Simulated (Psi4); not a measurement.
**Geometry relaxation of NaBr (part 2 of 2)**

NaBr, SMILES [Na][Br]; PBE0/def2-SVP, RKS, dispersion D4 (Psi4 1.11). The atoms were displaced at random from an optimised geometry.

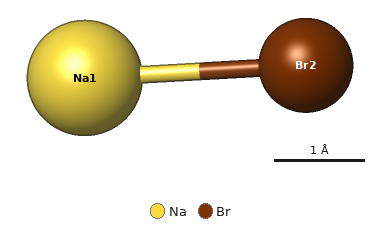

Fig. 1: The geometry at step 1 of the log (ball-and-stick view, seen at a tilt; atoms are numbered from 1 in the order of the input).

### Output, continued
```
    Nuclear Repulsion Energy =             81.1603295570922114
    One-Electron Energy =               -3975.7197649410727536
    Two-Electron Energy =                1238.3608509917621632
    DFT Exchange-Correlation Energy =     -79.5513937587938500
    Empirical Dispersion Energy =          -0.0005733151319385
    VV10 Nonlocal Energy =                  0.0000000000000000
    Total Energy =                      -2735.7505514661443158

Computation Completed

Properties will be evaluated at   0.000000,   0.000000,   0.000000 [a0]

Properties computed using the SCF density matrix

 Multipole Moments:

 ------------------------------------------------------------------------------------
     Multipole            Electronic (a.u.)      Nuclear  (a.u.)        Total (a.u.)
 ------------------------------------------------------------------------------------

 L = 1.  Multiply by 2.5417464519 to convert [e a0] to [Debye]
 Dipole X            :          0.0000000            0.0000000            0.0000000
 Dipole Y            :          0.0000000            0.0000000            0.0000000
 Dipole Z            :         -0.4509696           -2.9539750           -3.4049446
 Magnitude           :                                                    3.4049446

 ------------------------------------------------------------------------------------

	total time  =          1 seconds =       0.02 minutes

         ------------------------------------------------------------
                                   SCF GRAD
         ------------------------------------------------------------

  ==> Geometry <==

    Molecular point group: c1
    Full point group: C_inf_v

    Geometry (in Angstrom), charge = 0, multiplicity = 1:

       Center              X                  Y                   Z               Mass
    ------------   -----------------  -----------------  -----------------  -----------------
         NA           0.000000000000     0.000000000000    -1.943959688809    22.989769282000
         BR           0.000000000000     0.000000000000     0.566296580723    78.918337600000

  Nuclear repulsion =   81.160329557092211

   => Molecular Quadrature <=

    Radial Scheme          =       TREUTLER
    Pruning Scheme         =           NONE
    Nuclear Scheme         =       TREUTLER

    Blocking Scheme        =         OCTREE
    BS radius alpha        =              1
    Pruning alpha          =              1
    Radial Points          =             75
    Spherical Points       =            302
    Total Points           =          42920
    Total Blocks           =            425
    Max Points             =            256
    Max Functions          =             46
    Weights Tolerance      =       1.00E-15

  -Total Gradient:
     Atom            X                  Y                   Z
    ------   -----------------  -----------------  -----------------
       1       -0.000000000000     0.000000000000    -0.001073108347
       2        0.000000000000     0.000000000001     0.000966550667

	total time  =          0 seconds =       0.00 minutes

    			-----------------------------------------

    			 OPTKING 3.0: for geometry optimizations

    			        with contributions from

    			-----------------------------------------

	                            ===> Fragment 1 <==

	 Z (Atomic Numbers)          Masses                          Geom
	      11.000000            22.989769          0.00000000  0.00000000 -3.67355141
	      35.000000            78.918338          0.00000000  0.00000000  1.07014544

	 - Coordinate -           - BOHR/RAD -       - ANG/DEG -
	 R(1,2)           =         4.743697           2.510256

	        --- Internal Coordinate Step in ANG or DEG, aJ/ANG or AJ/DEG ---
	-------------------------------------------------------------------------------
	           Coordinate      Previous         Force          Change          New
	           ----------      --------        ------          ------        ------
	               R(1,2)       2.51026       -0.00840       -0.00934       2.50092
	-------------------------------------------------------------------------------

	                                 ==> Convergence Check <==

	Measures of convergence in internal coordinates in au.

	Criteria marked as inactive (o), active & met (*), and active & unmet ( ).

	----------------------------------------------------------------------------------------------
	   Step    Total Energy     Delta E     Max Force     RMS Force      Max Disp      RMS Disp
	----------------------------------------------------------------------------------------------
	  Convergence Criteria     1.00e-06 *    3.00e-04 *             o    1.20e-03 *             o
	----------------------------------------------------------------------------------------------
	     2   -2735.75055147   -7.15e-05      1.02e-03      1.02e-03 o    1.77e-02      1.77e-02 o  ~
	----------------------------------------------------------------------------------------------

Next Geometry in Ang
	Fragment 1 (Ang)

	   Na   0.0000000000   0.0000000000  -1.9392891638
	   Br   0.0000000000   0.0000000000   0.5616260557

    Structure for next step:
    Molecular point group: c1
    Full point group: C_inf_v

    Geometry (in Angstrom), charge = 0, multiplicity = 1:

    NA
    BR            1          R2

    R2        =    2.5009152196

gradient() will perform analytic gradient computation.

  ==> Geometry <==

    Molecular point group: c1
    Full point group: C_inf_v

    Geometry (in Angstrom), charge = 0, multiplicity = 1:

       Center              X                  Y                   Z               Mass
    ------------   -----------------  -----------------  -----------------  -----------------
         NA           0.000000000000     0.000000000000    -1.936725915585    22.989769282000
         BR           0.000000000000     0.000000000000     0.564189303980    78.918337600000

  Running in c1 symmetry.

  Rotational constants: A = ************  B =      0.15139  C =      0.15139 [cm^-1]
  Rotational constants: A = ************  B =   4538.53253  C =   4538.53253 [MHz]
  Nuclear repulsion =   81.463467659411165

  Charge       = 0
  Multiplicity = 1
  Electrons    = 46
  Nalpha       = 23
  Nbeta        = 23

   => Molecular Quadrature <=

    Radial Scheme          =       TREUTLER
    Pruning Scheme         =           NONE
    Nuclear Scheme         =       TREUTLER

    Blocking Scheme        =         OCTREE
    BS radius alpha        =              1
    Pruning alpha          =              1
    Radial Points          =             75
    Spherical Points       =            302
    Total Points           =          42920
    Total Blocks           =            423
    Max Points             =            256
    Max Functions          =             46
    Weights Tolerance      =       1.00E-15

  ==> Integral Setup <==

  DFHelper Memory: AOs need 0.008 GiB; user supplied 1.075 GiB.
  SCF_SUBTYPE=INCORE selected. In-core MEM_DF algorithm will be used.
  Using in-core AOs.

   => Auxiliary Basis Set <=

  Basis Set: (DEF2-SVP AUX)
    Blend: DEF2-UNIVERSAL-JKFIT
    Number of shells: 94
    Number of basis functions: 378
    Number of Cartesian functions: 508
    Spherical Harmonics?: true
    Max angular momentum: 5

  Cached 100.0% of DFT collocation blocks in 0.042 [GiB].

  Minimum eigenvalue in the overlap matrix is 3.0435803323E-02.
  Reciprocal condition number of the overlap matrix is 1.0056918440E-02.
    Using symmetric orthogonalization.

  ==> Iterations <==

                           Total Energy        Delta E     RMS |[F,P]|

   @DF-RKS iter   0: -2735.75150767097875   -2.73575e+03   2.03279e-04
   @DF-RKS iter   1: -2735.75056106502825    9.46606e-04   8.55927e-06 DIIS
   @DF-RKS iter   2: -2735.75056113608616   -7.10579e-08   9.44975e-06 DIIS
   @DF-RKS iter   3: -2735.75056123527565   -9.91895e-08   1.35841e-06 DIIS
   @DF-RKS iter   4: -2735.75056123683589   -1.56024e-09   1.43704e-07 DIIS
   @DF-RKS iter   5: -2735.75056123688182   -4.59295e-11   4.95522e-08 DIIS
   @DF-RKS iter   6: -2735.75056123688182    0.00000e+00   7.08518e-09 DIIS
  Energy and wave function converged.

  ==> Post-Iterations <==

   Electrons on quadrature grid:
      Ntotal   =   46.0000256276 ; deviation = 2.563e-05

    Orbital Energies [Eh]
    ---------------------

    Doubly Occupied:

       1A   -483.083198     2A    -62.516354     3A    -56.304416
       4A    -56.303811     5A    -56.303811     6A    -38.600506
       7A     -8.660965     8A     -6.468937     9A     -6.466366
      10A     -6.466366    11A     -2.555556    12A     -2.554787
      13A     -2.554787    14A     -2.552764    15A     -2.552703
      16A     -2.297286    17A     -1.210280    18A     -1.210280
      19A     -1.209049    20A     -0.667481    21A     -0.240626
      22A     -0.220566    23A     -0.220566

    Virtual:

      24A     -0.061847    25A      0.023535    26A      0.023535
      27A      0.055126    28A      0.087653    29A      0.253752
      30A      0.253753    31A      0.263216    32A      0.263216
      33A      0.330363    34A      0.541841    35A      0.636702
      36A      0.639286    37A      0.639292    38A      0.666841
      39A      0.666841    40A      0.797469    41A      0.797469
      42A      0.801320    43A      3.552915    44A      3.553116
      45A      3.561879    46A      3.592223    47A      3.592223

    Final Occupation by Irrep:
              A
    DOCC [    23 ]
    NA   [    23 ]
    NB   [    23 ]

  @DF-RKS Final Energy: -2735.75056123688182

   => Energetics <=

    Nuclear Repulsion Energy =             81.4634676594111653
    One-Electron Energy =               -3976.3195811963259985
    Two-Electron Energy =                1238.6582033545857939
    DFT Exchange-Correlation Energy =     -79.5520776727994701
    Empirical Dispersion Energy =          -0.0005733817533830
    VV10 Nonlocal Energy =                  0.0000000000000000
    Total Energy =                      -2735.7505612368818220

Computation Completed

Properties will be evaluated at   0.000000,   0.000000,   0.000000 [a0]

Properties computed using the SCF density matrix

 Multipole Moments:

 ------------------------------------------------------------------------------------
     Multipole            Electronic (a.u.)      Nuclear  (a.u.)        Total (a.u.)
 ------------------------------------------------------------------------------------

 L = 1.  Multiply by 2.5417464519 to convert [e a0] to [Debye]
 Dipole X            :          0.0000000            0.0000000            0.0000000
 Dipole Y            :         -0.0000000            0.0000000           -0.0000000
 Dipole Z            :         -0.4485903           -2.9429828           -3.3915731
 Magnitude           :                                                    3.3915731

 ------------------------------------------------------------------------------------

	total time  =          2 seconds =       0.03 minutes

         ------------------------------------------------------------
                                   SCF GRAD
         ------------------------------------------------------------

  ==> Geometry <==

    Molecular point group: c1
    Full point group: C_inf_v

    Geometry (in Angstrom), charge = 0, multiplicity = 1:

       Center              X                  Y                   Z               Mass
    ------------   -----------------  -----------------  -----------------  -----------------
         NA           0.000000000000     0.000000000000    -1.936725915585    22.989769282000
         BR           0.000000000000     0.000000000000     0.564189303980    78.918337600000

  Nuclear repulsion =   81.463467659411165

   => Molecular Quadrature <=

    Radial Scheme          =       TREUTLER
    Pruning Scheme         =           NONE
    Nuclear Scheme         =       TREUTLER

    Blocking Scheme        =         OCTREE
    BS radius alpha        =              1
    Pruning alpha          =              1
    Radial Points          =             75
    Spherical Points       =            302
    Total Points           =          42920
    Total Blocks           =            423
    Max Points             =            256
    Max Functions          =             46
    Weights Tolerance      =       1.00E-15

  -Total Gradient:
     Atom            X                  Y                   Z
    ------   -----------------  -----------------  -----------------
       1        0.000000000000    -0.000000000000     0.000005345294
       2        0.000000000001    -0.000000000000    -0.000088080900

	total time  =          0 seconds =       0.00 minutes

    			-----------------------------------------

    			 OPTKING 3.0: for geometry optimizations

    			        with contributions from

    			-----------------------------------------

	                            ===> Fragment 1 <==

	 Z (Atomic Numbers)          Masses                          Geom
	      11.000000            22.989769          0.00000000  0.00000000 -3.65988156
	      35.000000            78.918338          0.00000000  0.00000000  1.06616327

	 - Coordinate -           - BOHR/RAD -       - ANG/DEG -
	 R(1,2)           =         4.726045           2.500915

	        --- Internal Coordinate Step in ANG or DEG, aJ/ANG or AJ/DEG ---
	-------------------------------------------------------------------------------
	           Coordinate      Previous         Force          Change          New
	           ----------      --------        ------          ------        ------
	               R(1,2)       2.50092        0.00038        0.00042       2.50134
	-------------------------------------------------------------------------------

	                                 ==> Convergence Check <==

	Measures of convergence in internal coordinates in au.

	Criteria marked as inactive (o), active & met (*), and active & unmet ( ).

	----------------------------------------------------------------------------------------------
	   Step    Total Energy     Delta E     Max Force     RMS Force      Max Disp      RMS Disp
	----------------------------------------------------------------------------------------------
	  Convergence Criteria     1.00e-06 *    3.00e-04 *             o    1.20e-03 *             o
	----------------------------------------------------------------------------------------------
	     3   -2735.75056124   -9.77e-06      4.67e-05 *    4.67e-05 o    7.96e-04 *    7.96e-04 o  ~
	----------------------------------------------------------------------------------------------

Next Geometry in Ang
	Fragment 1 (Ang)

	   Na   0.0000000000   0.0000000000  -1.9369366333
	   Br   0.0000000000   0.0000000000   0.5644000217

    Final optimized geometry and variables:
    Molecular point group: c1
    Full point group: C_inf_v

    Geometry (in Angstrom), charge = 0, multiplicity = 1:

    NA
    BR            1          R2

    R2        =    2.5009152196

  Variable Map:
  ----------------------------------------------------------------------------
  "CURRENT ENERGY"                                  =>   -2735.750561236882
  "CURRENT REFERENCE ENERGY"                        =>   -2735.750561236882
  "DD SOLVATION ENERGY"                             =>       0.000000000000
  "DFT FUNCTIONAL TOTAL ENERGY"                     =>   -2735.749987855128
  "DFT TOTAL ENERGY"                                =>   -2735.750561236882
  "DFT VV10 ENERGY"                                 =>       0.000000000000
  "DFT XC ENERGY"                                   =>     -79.552077672799
  "DISPERSION CORRECTION ENERGY"                    =>      -0.000573381753
  "GRID ELECTRONS ALPHA"                            =>      23.000012813790
  "GRID ELECTRONS BETA"                             =>      23.000012813790
  "GRID ELECTRONS TOTAL"                            =>      46.000025627580
  "NUCLEAR REPULSION ENERGY"                        =>      81.463467659411
  "ONE-ELECTRON ENERGY"                             =>   -3976.319581196326
  "OPTIMIZATION ITERATIONS"                         =>       3.000000000000
  "PBE0-D4(BJ,EEQ)ATM DISPERSION CORRECTION ENERGY" =>      -0.000573381753
  "PCM POLARIZATION ENERGY"                         =>       0.000000000000
  "PE ENERGY"                                       =>       0.000000000000
  "SCF ITERATION ENERGY"                            =>   -2735.750561236882
  "SCF ITERATIONS"                                  =>       6.000000000000
  "SCF TOTAL ENERGY"                                =>   -2735.750561236882
  "TWO-ELECTRON ENERGY"                             =>    1238.658203354586
  "XC GRID RADIAL POINTS"                           =>      75.000000000000
  "XC GRID SPHERICAL POINTS"                        =>     302.000000000000
  "XC GRID TOTAL POINTS"                            =>   42920.000000000000

  Array Variable Map:
  ----------------------------------------------------------------------------
  "-D GRADIENT"                                     =>       0.000000000000 ... 0.000003924706 2 by 3
  "CURRENT DIPOLE"                                  =>       0.000000000000 ... -3.391573097172 1 by 3
  "CURRENT GRADIENT"                                =>       0.000000000000 ... -0.000088080900 2 by 3
  "DFT TOTAL GRADIENT"                              =>       0.000000000000 ... -0.000088080900 2 by 3
  "DISPERSION CORRECTION GRADIENT"                  =>       0.000000000000 ... 0.000003924706 2 by 3
  "PBE0-D4(BJ,EEQ)ATM DISPERSION CORRECTION GRADIENT" =>       0.000000000000 ... 0.000003924706 2 by 3
  "SCF DIPOLE"                                      =>       0.000000000000 ... -3.391573097172 1 by 3
  "SCF TOTAL ENERGIES"                              =>   -2735.751507670979 ... -2735.750561236882 1 by 7
  "SCF TOTAL GRADIENT"                              =>       0.000000000000 ... -0.000088080900 2 by 3

    Psi4 run time: 0:00:10.39

[set-up sections that repeat, and orbital energies of the middle runs, are left out above]
```

### Standard output
```
Optimizer: Optimization complete!
```

### Trajectory as extended XYZ (Å, eV, eV/Å), 3 frames, from step=0 to step=2
```
2
Properties=species:S:1:pos:R:3:forces:R:3 step=0 energy=-74443.56298
Na    1.0567   -0.4028    0.5514   -0.1344   0.0510  -0.0669
Br   -1.0867    0.4104   -0.5155    0.1289  -0.0489   0.0641
2
Properties=species:S:1:pos:R:3:forces:R:3 step=1 energy=-74443.56493
Na    1.0447   -0.3982    0.5454   -0.0468   0.0177  -0.0233
Br   -1.0832    0.4091   -0.5137    0.0421  -0.0160   0.0210
2
Properties=species:S:1:pos:R:3:forces:R:3 step=2 energy=-74443.56519
Na    1.0386   -0.3959    0.5423    0.0002  -0.0001   0.0001
Br   -1.0814    0.4084   -0.5128   -0.0038   0.0015  -0.0019
```

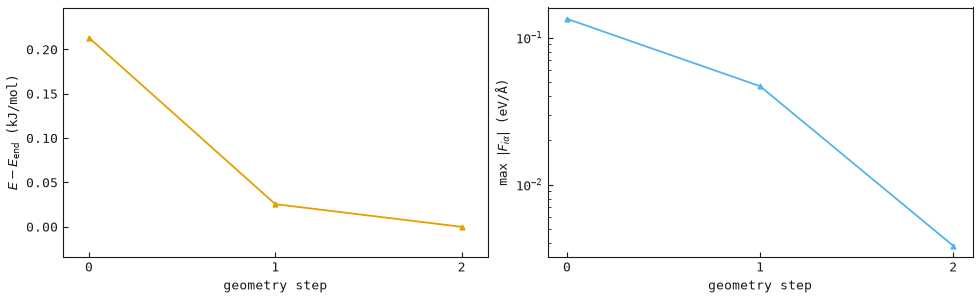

Fig. 2: Progress of the relaxation, step by step (steps are counted from 0). After 2 geometry steps the energy has fallen by 0.21 kJ/mol. Largest force component: 0.13 eV/Å at the start, 0.0038 eV/Å at the end. The largest moves after the best rigid fit, 0.014 Å, are those of Na1 and Br2. Largest moves by element: Na 0.014 Å, Br 0.014 Å. Among the contacts that change: Na1–Br2 2.529 → 2.501 Å. (Atoms are counted from 1 in the order of the input.)

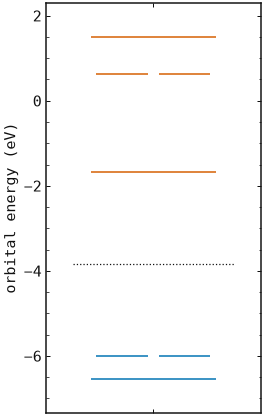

Fig. 3: Orbital energies near the frontier; the dotted line parts filled from empty levels, and levels within 0.02 eV of each other stand side by side. Highest filled −6.00 eV, lowest empty −1.68 eV, 4.32 eV apart.

The run was set up as follows.

### The input (job.inp)
```
memory 1600 MB

molecule {
  0 1
  Na
  Br 1 R2

  R2 = 2.528587
  symmetry c1
}

set {
  basis def2-SVP
  reference rks
  geom_maxiter 60
}

result = optimize("pbe0-d4")
print_variables()
```

Launched with:
```bash
psi4 job.inp job.out -n 1
```

### Summary

- outcome: converged
- total energy: −2735.750561 hartree
- dispersion energy: −0.000573 hartree
- HOMO: −6.00 eV
- LUMO: −1.68 eV
- dipole moment: 8.62 D
- hardware: 1 thread of Intel Xeon @ 2.50GHz (Skylake/Cascade Lake), 12 GiB of memory available, shared host
- wall time: 13 s
- peak memory: 0.29 GiB
